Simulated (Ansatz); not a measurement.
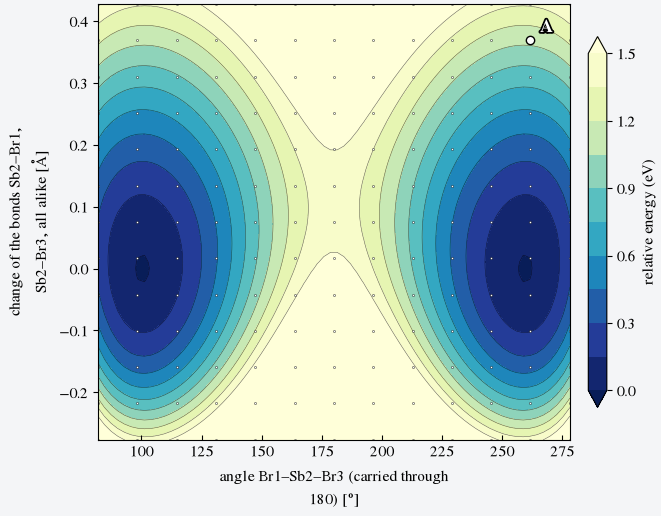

Br₂Sb, SMILES [Br][Sb][Br], spin multiplicity 2. First axis: angle Br1–Sb2–Br3 (carried through 180). Second axis: change of the bonds Sb2–Br1, Sb2–Br3, all alike. Nothing is relaxed (all other coordinates rigid). The grid has 13 × 13 points; 91 points were computed and 78 follow by symmetry. Points are written as (first, second). All energies are given in eV relative to the lowest grid point. These are results of Ansatz, UKS PBE0-D4/def2-SVP, not measurements.

The picture shows filled contours, dots at the grid points, one colour for all values above the top of the scale, the point A. Between grid points the surface is interpolated.

Which way does the force act at A, and how strong is it?

Answer. A, at (261.7°, 0.369 Å), is not a stationary point. The computed force is 0.0019 eV for each degree towards smaller values of the first coordinate and 4.6 eV for each Å towards smaller values of the second coordinate.
